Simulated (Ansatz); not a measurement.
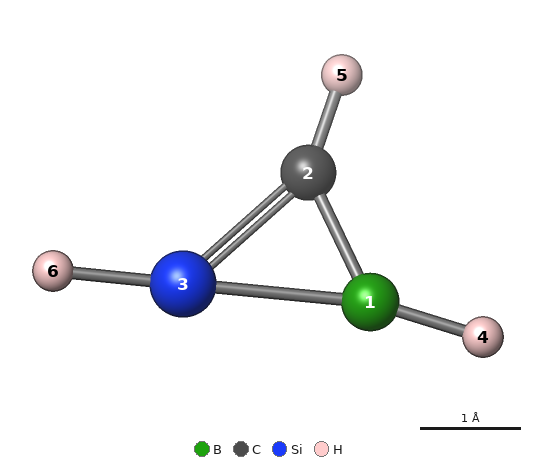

Figure made from data computed with Ansatz.

Orthographic view. Depth is shown by fading: the farther an atom, the more it takes the colour of the background. Geometry: moved along internal coordinates away from the minimum.

Write a MOL file (V2000) with the atoms in numerical order, bonds sorted by atom number with the orders drawn, and coordinates in the frame of the picture: x right, y up, z towards the viewer, origin at the mean position.

```
CH3BSi
                    3D

  6  6  0  0  0  0  0  0  0  0999 V2000
    0.8100   -0.6200    0.1300 B   0  0  0  0  0  0  0  0  0  0  0  0
    0.1900    0.6800   -0.2100 C   0  0  0  0  0  0  0  0  0  0  0  0
   -1.0700   -0.4400    0.1900 Si  0  0  0  0  0  4  0  0  0  0  0  0
    1.9400   -0.9700    0.1700 H   0  0  0  0  0  0  0  0  0  0  0  0
    0.5200    1.6600   -0.5200 H   0  0  0  0  0  0  0  0  0  0  0  0
   -2.3800   -0.3100    0.2300 H   0  0  0  0  0  0  0  0  0  0  0  0
  1  2  1  0
  1  3  1  0
  1  4  1  0
  2  3  2  0
  2  5  1  0
  3  6  1  0
M  END
```
